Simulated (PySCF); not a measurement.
# [Eu(H2O)8]3+: forces at shaken geometries

Aim: move all atoms of relaxed [Eu(H2O)8]3+ at random and read energies and forces. The structure is generated, not taken from experiment.

Computed with PySCF 2.14.0. Level: TPSS, Eu lcecp-1-SVP with ECP52, O def2-SVP, H def2-SVP; scalar-relativistic core potentials, no spin–orbit coupling.

3 further runs of the same task are left out: 2 for a known fault of the program, 1 that didn't finish.

**1. The system as given**

25 atoms, charge 3, spin multiplicity 1.

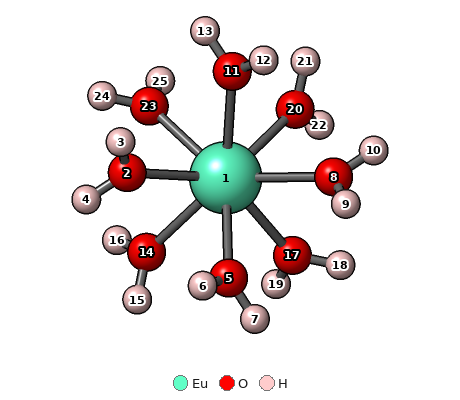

The geometry (europium green, oxygen red, hydrogen pink); atoms are numbered from 1 in the order of the file.

Geometry (Å):

```xyz
25
charge 3, multiplicity 1
Eu    0.0000    0.0000    0.0005
O     2.0702   -0.0084    1.3440
H     2.2677   -0.5812    2.1160
H     2.8758    0.5390    1.2233
O     0.0084    2.0702    1.3440
H     0.5812    2.2677    2.1160
H    -0.5390    2.8758    1.2233
O    -2.0702    0.0084    1.3440
H    -2.2677    0.5812    2.1160
H    -2.8758   -0.5390    1.2233
O    -0.0084   -2.0702    1.3440
H    -0.5812   -2.2677    2.1160
H     0.5390   -2.8758    1.2233
O     1.4713    1.4566   -1.3434
H     1.6551    2.4131   -1.2249
H     2.0153    1.1889   -2.1151
O    -1.4566    1.4713   -1.3434
H    -2.4131    1.6551   -1.2249
H    -1.1889    2.0153   -2.1151
O    -1.4713   -1.4566   -1.3434
H    -1.6551   -2.4131   -1.2249
H    -2.0153   -1.1889   -2.1151
O     1.4566   -1.4713   -1.3434
H     2.4131   -1.6551   -1.2249
H     1.1889   -2.0153   -2.1151
```

Formal oxidation states: Eu +3. Each metal's 6 4f electrons lie in its core potential, so multiplicities, spins and levels count the valence alone. An earlier session relaxed this geometry at TPSS, Eu lcecp-1-SVP with ECP52, O def2-SVP, H def2-SVP (singlet, point group S8).

Its energy there is -645.616880 Eh.

**2. Atoms moved at random, σ = 0.15 Å**

Contents of run.py (the lines that set the calculation):

```python
mol = gto.M(atom='''
Eu    -0.10271     0.13426    -0.41880
O      1.94987    -0.09434     1.33162
H      2.58170    -0.72873     1.96652
H      2.75951     0.58692     1.15180
O     -0.11969     1.82812     1.25939
H      0.52999     2.19081     2.09890
H     -0.55943     3.02470     1.18570
O     -1.90777     0.09505     1.49050
H     -2.06780     0.28446     2.31600
H     -2.97599    -0.55620     1.53855
O     -0.00991    -1.93204     1.37872
H     -0.58489    -2.02013     1.94096
H      0.69543    -2.90597     1.43351
O      1.50944     1.27152    -1.63494
H      1.65581     2.36040    -1.20371
H      1.94934     1.27474    -1.97954
O     -1.45685     1.73114    -1.14185
H     -2.37783     1.68814    -1.20195
H     -1.08895     2.10576    -2.20882
O     -1.51177    -1.25812    -1.16672
H     -2.00868    -2.51116    -1.19278
H     -2.08339    -1.38332    -2.04049
O      1.63148    -1.44250    -1.50497
H      2.42686    -1.36523    -1.15422
H      1.16624    -2.37828    -2.24340''',
    basis={'Eu': 'lcecp-1-SVP', 'O': 'def2-SVP', 'H': 'def2-SVP'},
    ecp={'Eu': 'lcecp-1-SVP'},
    charge=3, spin=0)
mf = dft.RKS(mol, xc='TPSS')
mf.grids.atom_grid = (50, 194)  # f atoms: unpruned, at least (60, 302)
mf = mf.density_fit()  # fitting sets: Eu AutoAux, O def2-universal-JKFIT, H def2-universal-JKFIT
mf.conv_tol = 1e-08; mf.max_cycle = 55
mf.kernel(dm0)  # dm0: the density of the relaxed state
```

Run with:

```bash
OMP_NUM_THREADS=4 python run.py
```

The program printed:

```text
init E= -642.779712727547
  HOMO = -0.997829328677355  LUMO = -0.851011920737896  gap/eV = 3.99511
cycle= 1 E= -644.355583712748  delta_E= -1.58  |g|= 1.17  |ddm|= 2.08
  HOMO = -0.513994161093131  LUMO = -0.452200871973204  gap/eV = 1.68148
cycle= 2 E= -643.191515784801  delta_E= 1.16  |g|= 2.62  |ddm|= 2.76
  HOMO = -0.651368416925099  LUMO = -0.522067130448086  gap/eV = 3.51847
cycle= 3 E= -644.624063419686  delta_E= -1.43  |g|= 0.278  |ddm|= 2.02
  HOMO = -0.659113323129718  LUMO = -0.52762036559535  gap/eV = 3.57811
cycle= 4 E= -644.635777980079  delta_E= -0.0117  |g|= 0.15  |ddm|= 0.277
  HOMO = -0.653648107341379  LUMO = -0.532855703654594  gap/eV = 3.28693
cycle= 5 E= -644.639983132211  delta_E= -0.00421  |g|= 0.0303  |ddm|= 0.115
  HOMO = -0.654595968152941  LUMO = -0.533026257245599  gap/eV = 3.30808
cycle= 6 E= -644.64011318041  delta_E= -0.00013  |g|= 0.0175  |ddm|= 0.0288
  HOMO = -0.654895604164242  LUMO = -0.532821688282521  gap/eV = 3.32180
cycle= 7 E= -644.640171336203  delta_E= -5.82e-05  |g|= 0.00274  |ddm|= 0.0125
  HOMO = -0.654823305214383  LUMO = -0.532935404771841  gap/eV = 3.31674
cycle= 8 E= -644.640171984649  delta_E= -6.48e-07  |g|= 0.00212  |ddm|= 0.00309
  HOMO = -0.654895756755003  LUMO = -0.532905067127722  gap/eV = 3.31954
cycle= 9 E= -644.640172858927  delta_E= -8.74e-07  |g|= 0.00046  |ddm|= 0.00158
  HOMO = -0.654916088448336  LUMO = -0.532930130139693  gap/eV = 3.31941
cycle= 10 E= -644.640172905008  delta_E= -4.61e-08  |g|= 0.00012  |ddm|= 0.000524
  HOMO = -0.654905121825409  LUMO = -0.532930555541572  gap/eV = 3.31910
cycle= 11 E= -644.640172907551  delta_E= -2.54e-09  |g|= 5.51e-05  |ddm|= 0.000117
  HOMO = -0.65491498962843  LUMO = -0.532931254986444  gap/eV = 3.31935
Extra cycle  E= -644.640172905739  delta_E= 1.81e-09  |g|= 0.000111  |ddm|= 0.000113
converged SCF energy = -644.640172905739
```

Wall time 25 s (4 threads of Arm Neoverse V2, shared host).

It gives: E = -644.640173 Eh (+26.578 eV from the relaxed state), HOMO -17.82 eV, LUMO -14.50 eV, Mulliken charge on Eu1 +0.84 e, largest force component 88.820 eV/Å. 

```tsv
atom	Fx	Fy	Fz (eV/Å)
Eu1	3.309	-1.632	4.319
O2	5.211	0.435	1.128
H3	-2.702	1.577	-1.929
H4	-2.450	-1.578	0.362
O5	1.186	7.916	3.101
H6	-1.942	-2.143	-2.784
H7	1.242	-5.073	-0.155
O8	-4.217	-5.490	-7.856
H9	-0.327	2.919	8.429
H10	4.272	2.331	-1.028
O11	13.712	-2.169	-11.084
H12	-10.529	-1.929	10.630
H13	-3.319	4.265	-0.047
O14	-87.639	5.703	71.634
H15	-0.723	-4.189	-1.666
H16	88.820	-0.585	-70.338
O17	4.151	2.322	-5.227
H18	-3.550	0.283	-0.252
H19	-1.926	-1.115	4.194
O20	-5.784	-7.865	-4.081
H21	2.360	3.967	1.504
H22	1.257	1.929	1.070
O23	-11.030	-2.752	-5.467
H24	7.209	-0.887	2.149
H25	3.408	3.761	3.394
```

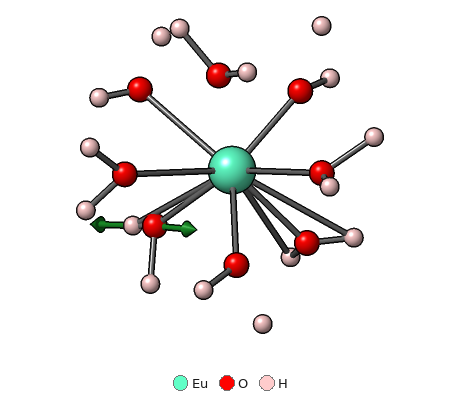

Forces as arrows, the longest for the largest force.

**3. Atoms moved at random, σ = 0.1 Å**

Contents of run.py (the lines that set the calculation):

```python
mol = gto.M(atom='''
Eu    -0.09851     0.05186     0.02615
O      1.87841     0.08327     1.12232
H      2.20713    -0.48935     2.15421
H      2.88341     0.57124     1.24172
O     -0.19855     1.92201     1.36208
H      0.60020     2.10474     2.13513
H     -0.55663     2.85518     1.18064
O     -2.10747     0.01776     1.41269
H     -2.36838     0.40527     2.33758
H     -3.10976    -0.48929     1.24933
O      0.01689    -2.04563     1.16388
H     -0.54664    -2.30297     2.22480
H      0.39884    -2.77986     1.39639
O      1.54353     1.55286    -1.47854
H      1.62058     2.39619    -1.31183
H      2.15690     1.25814    -2.23440
O     -1.46004     1.48638    -1.21409
H     -2.34491     1.79873    -1.34194
H     -1.24752     1.96905    -2.21647
O     -1.42826    -1.53352    -1.11501
H     -1.29531    -2.40760    -1.22980
H     -1.89099    -1.25569    -2.11308
O      1.50664    -1.56230    -1.31527
H      2.59322    -1.61948    -1.21235
H      1.24723    -1.98701    -2.22415''',
    basis={'Eu': 'lcecp-1-SVP', 'O': 'def2-SVP', 'H': 'def2-SVP'},
    ecp={'Eu': 'lcecp-1-SVP'},
    charge=3, spin=0)
mf = dft.RKS(mol, xc='TPSS')
mf.grids.atom_grid = (50, 194)  # f atoms: unpruned, at least (60, 302)
mf = mf.density_fit()  # fitting sets: Eu AutoAux, O def2-universal-JKFIT, H def2-universal-JKFIT
mf.conv_tol = 1e-08; mf.max_cycle = 55
mf.kernel(dm0)  # dm0: the density of the relaxed state
```

Run with:

```bash
OMP_NUM_THREADS=4 python run.py
```

The program printed:

```text
init E= -644.22822302931
  HOMO = -0.849844540116298  LUMO = -0.675052096899599  gap/eV = 4.75634
cycle= 1 E= -645.274370760414  delta_E= -1.05  |g|= 0.666  |ddm|= 1.27
  HOMO = -0.591169019604651  LUMO = -0.426549834200149  gap/eV = 4.47952
cycle= 2 E= -644.9838723818  delta_E= 0.29  |g|= 1.39  |ddm|= 1.43
  HOMO = -0.674867081545058  LUMO = -0.462922414025915  gap/eV = 5.76731
cycle= 3 E= -645.364474095669  delta_E= -0.381  |g|= 0.117  |ddm|= 0.972
  HOMO = -0.677302594420101  LUMO = -0.464677123030604  gap/eV = 5.78583
cycle= 4 E= -645.36617674515  delta_E= -0.0017  |g|= 0.0732  |ddm|= 0.118
  HOMO = -0.675187007956745  LUMO = -0.46707413558061  gap/eV = 5.66304
cycle= 5 E= -645.367190697157  delta_E= -0.00101  |g|= 0.00964  |ddm|= 0.0513
  HOMO = -0.676088224344446  LUMO = -0.467193671402622  gap/eV = 5.68431
cycle= 6 E= -645.367205834783  delta_E= -1.51e-05  |g|= 0.00439  |ddm|= 0.00874
  HOMO = -0.676095688934839  LUMO = -0.467218331550651  gap/eV = 5.68384
cycle= 7 E= -645.367209432638  delta_E= -3.6e-06  |g|= 0.000987  |ddm|= 0.00345
  HOMO = -0.676077888095819  LUMO = -0.467233544789462  gap/eV = 5.68294
cycle= 8 E= -645.367209603317  delta_E= -1.71e-07  |g|= 0.000293  |ddm|= 0.000904
  HOMO = -0.676091101330585  LUMO = -0.46724475020498  gap/eV = 5.68300
cycle= 9 E= -645.367209619294  delta_E= -1.6e-08  |g|= 0.000141  |ddm|= 0.000343
  HOMO = -0.676091907030076  LUMO = -0.467245680946043  gap/eV = 5.68300
cycle= 10 E= -645.367209622914  delta_E= -3.62e-09  |g|= 3.23e-05  |ddm|= 0.000114
  HOMO = -0.676090959625476  LUMO = -0.467244183265688  gap/eV = 5.68301
Extra cycle  E= -645.367209622507  delta_E= 4.06e-10  |g|= 5.59e-05  |ddm|= 6.98e-05
converged SCF energy = -645.367209622507
```

Wall time 24 s (4 threads of Arm Neoverse V2, shared host).

Read off: E = -645.367210 Eh (+6.794 eV from the relaxed state), HOMO -18.40 eV, LUMO -12.71 eV, Mulliken charge on Eu1 +0.83 e, largest force component 9.177 eV/Å. 

```tsv
atom	Fx	Fy	Fz (eV/Å)
Eu1	0.336	-0.938	-1.043
O2	6.994	-0.635	6.349
H3	-2.086	1.666	-4.077
H4	-3.551	-1.038	-1.443
O5	2.886	2.910	3.107
H6	-3.059	-0.544	-2.811
H7	0.312	-1.264	0.360
O8	-5.008	-1.339	1.598
H9	1.024	-0.377	-1.791
H10	3.851	1.605	0.132
O11	-6.578	5.303	3.972
H12	1.039	2.149	-3.979
H13	5.467	-7.816	0.407
O14	-0.607	-9.177	-2.152
H15	1.160	8.127	1.121
H16	-0.947	0.890	1.294
O17	1.545	2.240	-5.092
H18	-2.523	0.113	1.170
H19	0.537	-1.875	3.368
O20	-2.838	6.587	-4.015
H21	0.796	-5.829	-0.346
H22	1.497	-1.043	3.826
O23	2.408	-0.408	-1.224
H24	-3.738	-0.052	-0.655
H25	1.082	0.745	1.925
```

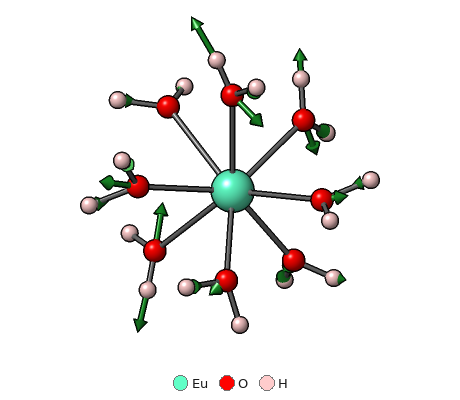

Forces as arrows, the longest for the largest force.

**4. Atoms moved at random, σ = 0.15 Å**

Contents of run.py (the lines that set the calculation):

```python
mol = gto.M(atom='''
Eu     0.01673    -0.40468    -0.02424
O      2.19973     0.15185     1.20996
H      2.37378    -0.65137     1.99031
H      2.71993     0.59385     1.11247
O      0.19512     2.04257     1.29250
H      0.72060     2.12707     2.11019
H     -0.47794     3.00517     1.02366
O     -2.02362    -0.03128     1.44411
H     -2.20633     0.55001     2.05574
H     -3.05664    -0.37330     1.20379
O     -0.19005    -1.94043     1.59615
H     -0.54283    -2.12740     1.95455
H      0.70489    -2.91807     1.20442
O      1.30783     1.66895    -1.17738
H      1.60206     2.31104    -1.18895
H      1.95765     1.20029    -1.98509
O     -1.56698     1.35892    -1.36634
H     -2.48234     1.60214    -0.97334
H     -1.06940     1.96955    -1.92975
O     -1.41097    -1.62069    -1.44130
H     -2.02811    -2.43219    -1.24922
H     -1.90980    -0.95509    -2.01061
O      1.56021    -1.58754    -1.15940
H      2.30395    -1.56129    -1.39454
H      1.30252    -1.97807    -2.29769''',
    basis={'Eu': 'lcecp-1-SVP', 'O': 'def2-SVP', 'H': 'def2-SVP'},
    ecp={'Eu': 'lcecp-1-SVP'},
    charge=3, spin=0)
mf = dft.RKS(mol, xc='TPSS')
mf.grids.atom_grid = (50, 194)  # f atoms: unpruned, at least (60, 302)
mf = mf.density_fit()  # fitting sets: Eu AutoAux, O def2-universal-JKFIT, H def2-universal-JKFIT
mf.conv_tol = 1e-08; mf.max_cycle = 55
mf.kernel(dm0)  # dm0: the density of the relaxed state
```

Run with:

```bash
OMP_NUM_THREADS=4 python run.py
```

The program printed:

```text
init E= -643.569601107378
  HOMO = -0.875852027103709  LUMO = -0.761854702548803  gap/eV = 3.10203
cycle= 1 E= -644.23464752142  delta_E= -0.665  |g|= 0.899  |ddm|= 2.03
  HOMO = -0.563220975097888  LUMO = -0.466732585144119  gap/eV = 2.62558
cycle= 2 E= -643.845107122362  delta_E= 0.39  |g|= 1.65  |ddm|= 1.79
  HOMO = -0.663224246584427  LUMO = -0.537202250082043  gap/eV = 3.42923
cycle= 3 E= -644.376980100274  delta_E= -0.532  |g|= 0.229  |ddm|= 1.25
  HOMO = -0.653183720117706  LUMO = -0.539908075031597  gap/eV = 3.08239
cycle= 4 E= -644.387070219061  delta_E= -0.0101  |g|=  0.1  |ddm|= 0.227
  HOMO = -0.652738504224182  LUMO = -0.543771850372387  gap/eV = 2.96513
cycle= 5 E= -644.38887934898  delta_E= -0.00181  |g|= 0.0213  |ddm|= 0.0777
  HOMO = -0.654017885459076  LUMO = -0.543024837822109  gap/eV = 3.02027
cycle= 6 E= -644.388963625205  delta_E= -8.43e-05  |g|= 0.00692  |ddm|= 0.019
  HOMO = -0.653466184214924  LUMO = -0.543140255265389  gap/eV = 3.00212
cycle= 7 E= -644.388972184434  delta_E= -8.56e-06  |g|= 0.00253  |ddm|= 0.00584
  HOMO = -0.653724190801881  LUMO = -0.543234614308304  gap/eV = 3.00657
cycle= 8 E= -644.388973390446  delta_E= -1.21e-06  |g|= 0.000554  |ddm|= 0.00207
  HOMO = -0.653668791240548  LUMO = -0.543275312690554  gap/eV = 3.00396
cycle= 9 E= -644.388973446532  delta_E= -5.61e-08  |g|= 0.000253  |ddm|= 0.000591
  HOMO = -0.653700964471707  LUMO = -0.543271518513272  gap/eV = 3.00494
cycle= 10 E= -644.388973458753  delta_E= -1.22e-08  |g|= 5.65e-05  |ddm|= 0.000203
  HOMO = -0.653698150203358  LUMO = -0.543271520530919  gap/eV = 3.00486
cycle= 11 E= -644.388973459428  delta_E= -6.75e-10  |g|= 1.01e-05  |ddm|= 5.23e-05
  HOMO = -0.65369834189304  LUMO = -0.543270631511419  gap/eV = 3.00489
Extra cycle  E= -644.388973459377  delta_E= 5.07e-11  |g|= 1.91e-05  |ddm|= 2.15e-05
converged SCF energy = -644.388973459377
```

It took 25 s on 4 threads of Arm Neoverse V2, shared host.

It gives: E = -644.388973 Eh (+33.413 eV from the relaxed state), HOMO -17.79 eV, LUMO -14.78 eV, Mulliken charge on Eu1 +0.85 e, largest force component 91.335 eV/Å. 

```tsv
atom	Fx	Fy	Fz (eV/Å)
Eu1	-0.735	4.884	1.102
O2	-32.864	-31.302	8.451
H3	0.184	3.850	-2.940
H4	32.453	26.843	-5.398
O5	-3.352	2.596	-2.141
H6	-0.251	0.851	0.214
H7	3.292	-3.971	1.874
O8	-2.426	-6.897	-7.236
H9	-1.281	5.843	6.164
H10	3.710	0.953	0.873
O11	91.335	42.733	-90.970
H12	-87.050	-47.300	89.278
H13	-3.896	3.253	2.267
O14	-12.418	-36.672	-3.605
H15	14.964	34.220	0.266
H16	-2.521	1.817	2.909
O17	-0.956	-2.054	1.821
H18	1.940	0.458	-1.442
H19	-0.654	0.972	-0.169
O20	-1.689	-0.826	0.058
H21	1.131	1.618	-0.771
H22	0.140	-0.932	0.298
O23	-18.975	-2.966	-0.929
H24	19.934	0.966	-4.389
H25	-0.017	1.063	4.416
```

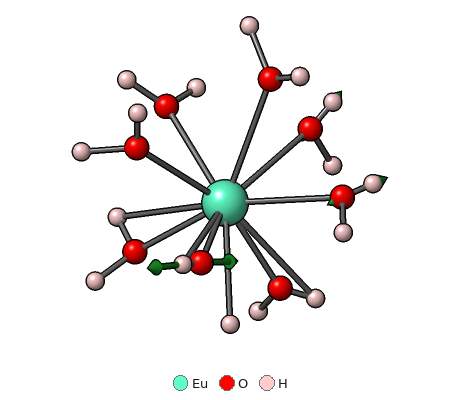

Forces as arrows, the longest for the largest force.

**5. The displacements side by side**

| σ (Å) | energy rise (eV) | harmonic estimate −½ F·u (eV) | largest force component (eV/Å) |
| --- | --- | --- | --- |
| 0.15 | 26.578 | 30.444 | 88.82 |
| 0.1 | 6.794 | 5.783 | 9.18 |
| 0.15 | 33.413 | 46.294 | 91.34 |

Every displacement raises the energy. For a harmonic well the rise equals −½ F·u; the two differ by at most 39 % here (a move with σ = 0.15 Å), from anharmonicity, the grid and the small forces left at the relaxed point. The largest moves cost over 1 eV, far outside the harmonic range, so agreement there can come from errors that cancel between squeezed and stretched bonds. The bases are small and lack diffuse functions. Spin–orbit coupling is left out. The core potential fixes the 4f count, so no charge can pass from the ligands into that shell.
